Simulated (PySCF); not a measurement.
## Electronic structure of C7H12AlCl in real space

```tsv
atom	x (Å)	y (Å)	z (Å)
C	-0.5478	-1.7352	-0.4345
C	-1.1779	-0.4791	-0.3949
C	-2.6441	-0.4119	-0.0849
C	-0.5146	0.7494	-0.4652
C	0.8410	0.9601	-0.3158
C	1.3113	2.3517	-0.0181
C	1.8245	-0.0772	-0.2586
Al	0.9092	-1.3832	1.1290
Cl	1.9614	-3.0507	1.6307
H	0.1981	-1.9043	-1.2096
H	-1.2224	-2.5827	-0.3545
H	-3.1606	0.1451	-0.8662
H	-2.8075	0.1112	0.8568
H	-3.0849	-1.4023	-0.0124
H	-1.1480	1.6279	-0.4617
H	1.7958	2.3696	0.9576
H	2.0490	2.6649	-0.7568
H	0.4936	3.0679	-0.0127
H	1.8590	-0.7434	-1.1234
H	2.8242	0.3107	-0.0679
H	0.2318	-0.5718	2.2625
```

Geometry: GFN2-xTB.

All numbers below come from PySCF 2.14.0, PBE0/pcSseg-1, SCF density, gas phase, non-relativistic.

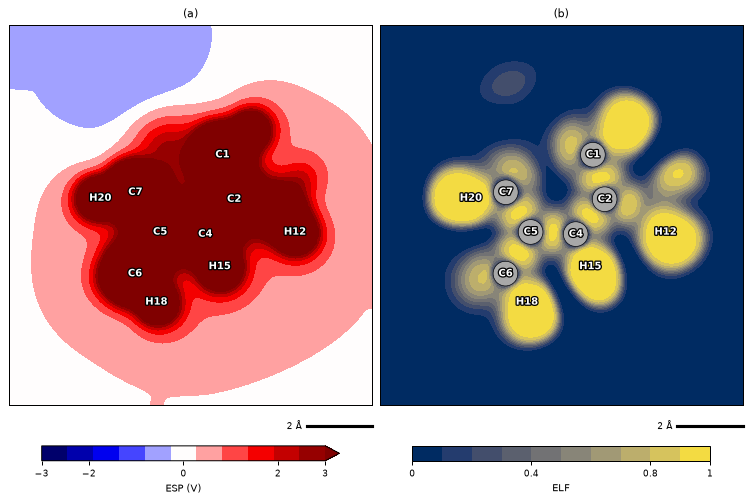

Figure 1. (a) molecular electrostatic potential; (b) electron localisation function on the plane of atoms C4, C5 and C7. Grey discs cover the atomic cores in the ELF map.

Interpret the plot.

- Atoms in the plane: C and H.
- C–C (1.38 Å): the ELF peaks at about 0.95 between the atoms: a covalent bond.
- C–H (1.08 Å): the ELF climbs to about 1 towards the hydrogen, as it does in any bond to H (an ordinary covalent bond to hydrogen).
- C–C (1.43 Å): the ELF peaks at about 0.95 between the atoms (a covalent bond).
- C–C (1.50 Å): the ELF peaks at about 0.95 between the atoms, as expected for a shared electron pair.
- Outside the dense part of the molecule the potential is most negative (−0.8 V) near Cl9, which lies off the plane.

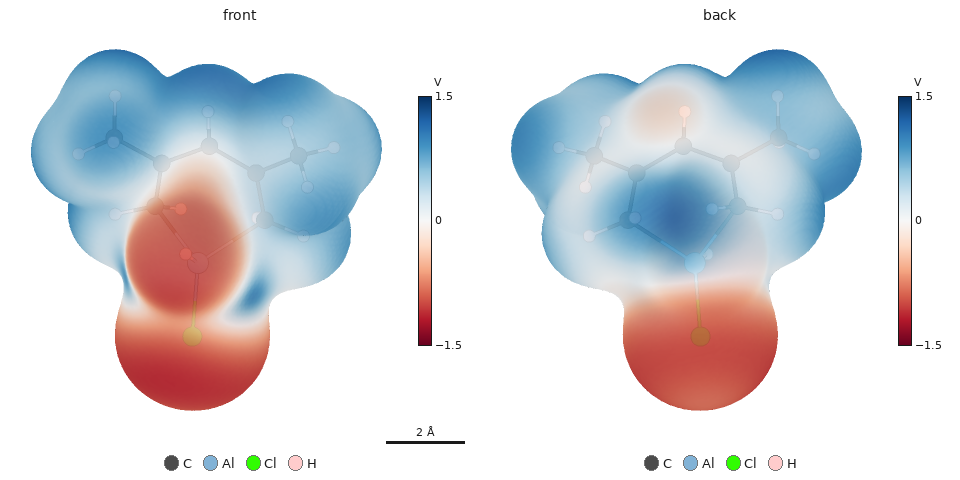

Figure 2. The molecular electrostatic potential painted on the density surface at 0.002 e/bohr³, seen from the front and from behind; the colour scale runs from red (negative) to blue (positive).

Which sites attract a positive test charge, and which a negative one?

A positive charge is drawn to the negative regions and a negative charge to the positive ones. The most negative region (about −1.1 V) lies over Cl9, the most positive (about +1.1 V) over H10, H12, H15 and H19.

How polar is the molecule by this calculation?

Its dipole moment is 4.72 D.
